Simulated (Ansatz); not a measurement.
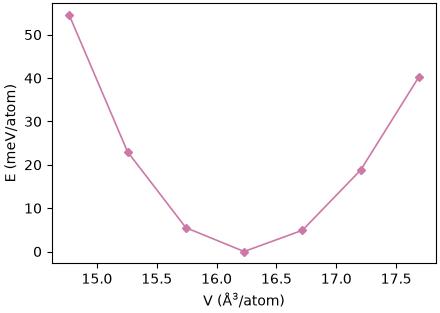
Figure. TiAl (L1₀ or tetragonal B2, space group No. 123) under volume change, PBE (plane waves, PAW; program Ansatz), shape and atoms relaxed at each volume.

Problem. What does a third-order Birch–Murnaghan fit give for V₀, B₀ and B′?

Solution. V₀ = 16.23 Å³/atom, B₀ = 114 GPa, B′ = 3.9.

Space group P4/mmm (L1₀ or tetragonal B2). The PBE relaxation kept the symmetry of its start. No spin polarisation was allowed.

Potentials: the earlier of the program's two PAW sets.
